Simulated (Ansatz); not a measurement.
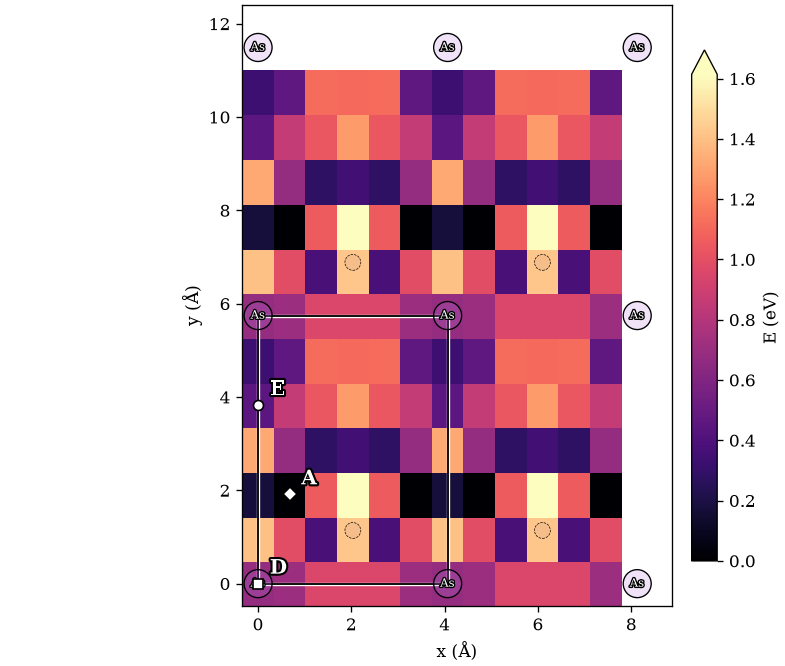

O on a GaAs(110) slab cut from the F-43m phase, its upper half relaxed before the scan (6 atoms of substrate and one adsorbate in a 1 × 1 cell). O is moved over the surface cell; relaxed at each place: the height of the adsorbate's atoms; substrate rigid; the origin of the map has the adsorbate above As6. Places are given modulo a cell vector. The map is drawn in real space over the plane of the surface. The grid has 6 × 6 points; 24 points were computed and 12 follow by symmetry. Energies: eV, counted from the lowest grid point. Energies and slopes of some neighbouring points disagree (a jump in structure or state, or too coarse a mesh). At some places the adsorbate sinks to or below the level of the top layer. The magnetic moment jumps between some neighbouring points. With one adsorbate in each 1 × 1 cell, its nearest image is 4.1 Å away, so neighbouring adsorbates interact. Theory: DFT PBE, scalar-relativistic, plane waves, PAW (Ansatz 0.2.0). Settings: cutoff 420 eV, k-mesh 7×5×1, gaussian smearing 0.05 eV, spin-polarised.

Drawn: one coloured cell a grid point, labelled circles for the atoms of the top layer and small ones for the second layer, the outline of one cell of the 2 × 2 shown, one colour for all values above the top of the scale, lettered points.

Rank the lettered points by energy, lowest first.

A (0.00 eV), E (0.45 eV), D (0.68 eV).

PAW datasets: the set soft_1.
